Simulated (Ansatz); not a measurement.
**triplet H2O at 6 levels**

Wanted: a comparison of 6 runs (UB2PLYP/3-21G, U-r2SCAN0/6-31G*, UBHLYP/6-31G*, USVWN5/6-31G*, RPA@PBE/3-21G, FCI/3-21G) of triplet H2O. 

The results are computed with Ansatz 0.2.0.

67 further runs of the same task are left out: 1 that didn't finish, 66 set aside as unsound or not needed.

**1. The structure to begin with**

The species is H2O (3 atoms), meant as a triplet with charge 0. SMILES of the parent species: `O`. The coordinates come from a PBE0-D4/def2-TZVP relaxation. That shape belongs to the parent species and isn't relaxed for this state.

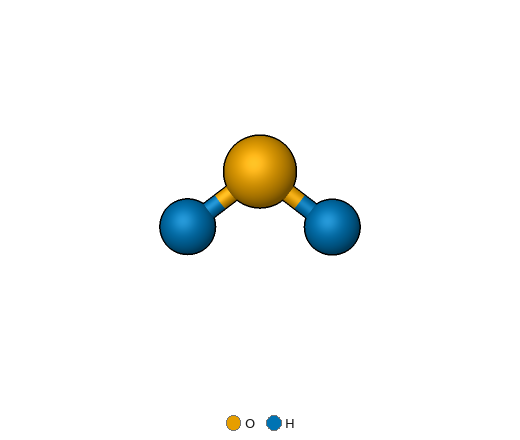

Viewed from a chosen angle; oxygen amber, hydrogen blue.

**2. A single-point energy at UB2PLYP/3-21G (run 1)**

input.yaml reads:

```yaml
crystal:
  periodic: [false, false, false]
  atoms:
    - {symbol: O, position_ang: [-0.302700, 0.200200, -0.140600]}
    - {symbol: H, position_ang: [0.466500, 0.548400, 0.315300]}
    - {symbol: H, position_ang: [-0.163800, -0.748600, -0.174700]}
basis:
  gaussian: {orbitals: 3-21G.json}
correlation: {frozen_orbitals: {H: 0, O: 1}}
magnetization: {spin_polarized: true, initial_magnetization: 2}
hamiltonian: {xc: {name: B2PLYP}}
accuracy: high
```

The basis set 3-21G is read from a file made from the Basis Set Exchange's data (not shown).

Run with:

```sh
$ ansatz run input.yaml --threads 1 --pin off --max-ram 2610MiB --events-out events.jsonl --progress --plain --runs-dir runs
```

The log of the run:

```text
Warning: RAYON_NUM_THREADS=1 ignored (pool sized by the plan → 1); use --threads N
Functional definition: B2PLYP
  name "B2PLYP"
  parameter a = 0.53
  parameter c = 0.27
  exchange = (1 - a)*b88_x + a*exact_x
  correlation = (1 - c)*lyp_c + c*(mp2_os + mp2_ss)
190 factors; integrals over basis functions are off by at most 5.7e-9 eV
mean field evaluation 1: about -2056.0951 eV, gradient 5.2e0 eV
mean field evaluation 2: about -2056.0948 eV, gradient 5.2e0 eV
mean field evaluation 4: about -2056.2407 eV, gradient 8.1e-1 eV
mean field evaluation 8: about -2056.2442 eV, gradient 2.5e-3 eV
mean field evaluation 16: about -2056.2442 eV, gradient 1.8e-7 eV
mean field -2056.24415239 eV, -75.5655788280 hartree, gradient 1.4e-8 eV, S^2 2.001495; 0 other end points of the search recorded, 0 dependent functions left out
1 core orbitals not correlated: weight in the atoms' cores, before any rotation towards them, 1.000 or more for the frozen orbitals, at most 0.000 for the correlated occupied ones
reference -2056.24416462 eV, -75.5655792773 hartree; 5, 3 occupied and 7, 9 virtual orbitals, 190 factors
second order -3.09750287 eV of doubles, -0.00000000 eV of singles
Total energy: -2057.08049039 eV, -75.5963136827 hartree
```

Run time: 0.99 s. Hardware: 1 thread of Arm Neoverse N1, shared host; peak memory 0.09 GiB.

**3. The energy at U-r2SCAN0/6-31G(d) (spherical functions) (run 2)**

run.yaml reads:

```yaml
crystal:
  periodic: [false, false, false]
  atoms:
    - {symbol: O, position_ang: [-0.302700, 0.200200, -0.140600]}
    - {symbol: H, position_ang: [0.466500, 0.548400, 0.315300]}
    - {symbol: H, position_ang: [-0.163800, -0.748600, -0.174700]}
basis:
  gaussian: {orbitals: 6-31G_st_-spherical.json}
magnetization: {spin_polarized: true, initial_magnetization: 2}
hamiltonian: {xc: {name: r2SCAN0}}
accuracy: high
```

The basis set 6-31G* is read from a file made from the Basis Set Exchange's data (not shown).

Run with:

```sh
$ ansatz run run.yaml --threads 1 --pin off --max-ram 2610MiB --events-out events.jsonl --progress --plain --runs-dir runs
```

The log of the run:

```text
Warning: RAYON_NUM_THREADS=1 ignored (pool sized by the plan → 1); use --threads N
Functional definition: r2SCAN0
  name "r2SCAN0"
  parameter a = 0.25
  parameter k0 = 0.174
  parameter k1 = 0.065
  parameter a1 = 4.9479
  exchange = (1 - a)*r2scan_x(k0 = k0, k1 = k1, a1 = a1) + a*exact_x
  correlation = r2scan_c
303 factors; integrals over basis functions are off by at most 3.8e-9 eV
mean field evaluation 1: about -2069.7438 eV, gradient 8.7e0 eV
mean field evaluation 2: about -2069.9128 eV, gradient 6.5e0 eV
mean field evaluation 4: about -2070.0661 eV, gradient 9.1e-2 eV
mean field evaluation 8: about -2070.0673 eV, gradient 4.3e-3 eV
mean field evaluation 16: about -2070.0673 eV, gradient 2.1e-8 eV
mean field -2070.06734513 eV, -76.0735717917 hartree, gradient 2.1e-8 eV, S^2 2.003476; 0 other end points of the search recorded, 0 dependent functions left out
reference -2070.06734563 eV, -76.0735718099 hartree; 6, 4 occupied and 12, 14 virtual orbitals, 303 factors
Total energy: -2070.06734563 eV, -76.0735718099 hartree
```

It took 2.5 s on 1 thread of Arm Neoverse N1, shared host; peak memory 0.13 GiB.

Runs 3 to 5 aren't shown in full; the table further down has their settings and results.

**4. The energy at FCI/3-21G (run 6)**

job.yaml reads:

```yaml
crystal:
  periodic: [false, false, false]
  atoms:
    - symbol: O
      position_ang: [-0.302700, 0.200200, -0.140600]
    - symbol: H
      position_ang: [0.466500, 0.548400, 0.315300]
    - symbol: H
      position_ang: [-0.163800, -0.748600, -0.174700]
basis:
  gaussian: {orbitals: 3-21G.json}
magnetization: {spin_polarized: true, initial_magnetization: 2}
correlation: {method: fci, frozen_orbitals: {H: 0, O: 1}}
accuracy: high
```

The basis set 3-21G is read from a file made from the Basis Set Exchange's data (not shown).

Run with:

```sh
$ ansatz run job.yaml --threads 1 --pin off --max-ram 2610MiB --events-out events.jsonl --progress --plain --runs-dir runs
```

The log of the run:

```text
Warning: RAYON_NUM_THREADS=1 ignored (pool sized by the plan → 1); use --threads N
Functional definition: HF
  name "HF"
  exchange = exact_x
  correlation = 0
190 factors; integrals over basis functions are off by at most 5.7e-9 eV
mean field evaluation 1: about -2049.1744 eV, gradient 7.5e0 eV
mean field evaluation 2: about -2049.1782 eV, gradient 7.5e0 eV
mean field evaluation 4: about -2049.5134 eV, gradient 9.3e-1 eV
mean field evaluation 8: about -2049.5230 eV, gradient 1.7e-4 eV
mean field evaluation 16: about -2049.5043 eV, gradient 6.1e-1 eV
mean field -2049.52294994 eV, -75.3185791936 hartree, gradient 5.9e-8 eV, S^2 2.003451; 2 other end points of the search recorded, 0 dependent functions left out
1 core orbitals not correlated: weight in the atoms' cores, before any rotation towards them, 1.000 or more for the frozen orbitals, at most 0.000 for the correlated occupied ones
reference -2049.44725010 eV, -75.3157972758 hartree; 5, 3 occupied and 7, 9 virtual orbitals, 190 factors
state -2052.45451693 eV, -75.4263122934 hartree
Total energy: -2052.45451693 eV, -75.4263122934 hartree
```

Wall time 1.1 s (1 thread of Arm Neoverse N1, shared host).

**5. All runs side by side**

| run | level | frozen core orbitals | energy (Eh) | ⟨S²⟩ | wall time |
| --- | --- | --- | --- | --- | --- |
| 1 | UB2PLYP/3-21G | 1 | -75.596314 | 2.001 | 0.99 s |
| 2 | U-r2SCAN0/6-31G* (spherical functions) | – | -76.073572 | 2.003 | 2.5 s |
| 3 | UBHLYP/6-31G* (spherical functions) | – | -76.082837 | 2.003 | 1.1 s |
| 4 | USVWN5/6-31G* (spherical functions) | – | -75.545678 | 2.001 | 0.64 s |
| 5 | RPA@PBE/3-21G | 1 | -75.489956 | 2.001 | 1 s |
| 6 | FCI/3-21G | 1 | -75.426312 | – | 1.1 s |

**6. What came out**

| quantity | value |
| --- | --- |
| run 6: total energy | -75.42631 Eh |
| run 6: correlation energy (1 core orbital frozen) | -110.5 mEh |

In words: Totals of different functionals can't be ranked against each other. All runs together took 7.3 s, the longest 2.5 s.
